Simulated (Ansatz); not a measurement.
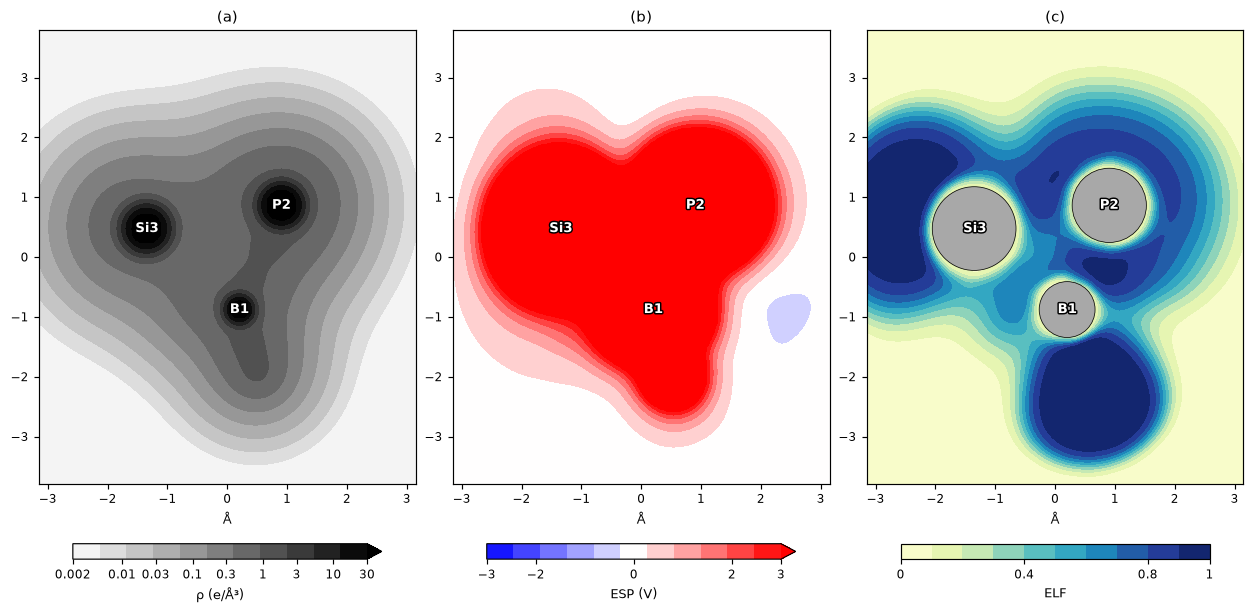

*BH₃PSi (doublet). (a) electron density; (b) electrostatic potential; (c) ELF on the plane of atoms P2, B1 and Si3. Grey discs cover the atomic cores in the ELF map.*

Geometry: PBE0-D3(BJ)/def2-SVP.

Level of theory: isolated molecule in a Gaussian basis; Kohn-Sham density functional theory, functional PBE0 in Ansatz.

```yaml
atoms:
  - { symbol: B, position_ang: [-0.2132, -0.3284, -0.1369] }
  - { symbol: P, position_ang: [0.9113, 0.7005, -1.2356] }
  - { symbol: Si, position_ang: [1.7099, -0.4169, 0.5986] }
  - { symbol: H, position_ang: [1.1730, -0.2032, -2.3123] }
  - { symbol: H, position_ang: [-1.2559, -0.9208, -0.1964] }
  - { symbol: H, position_ang: [0.0655, -0.0106, 1.0990] }
```

> Describe what can be read from this map.

Atoms in the plane: B, P and Si. B–P (1.88 Å): ρ at the midpoint is about 0.98 e/Å³; the ELF peaks at about 0.90 between the atoms (a covalent bond). Si–B (2.06 Å): ρ at the midpoint is about 0.56 e/Å³; the ELF peaks at about 0.70 between the atoms. Si–P (2.29 Å): ρ at the midpoint is about 0.62 e/Å³; the ELF peaks at about 0.80 between the atoms: a covalent bond. The ELF also peaks beside Si3 and P2, away from the bonds: non-bonding electrons, paired or unpaired. Outside the dense part of the molecule the potential is most negative (−0.3 V) near P2.
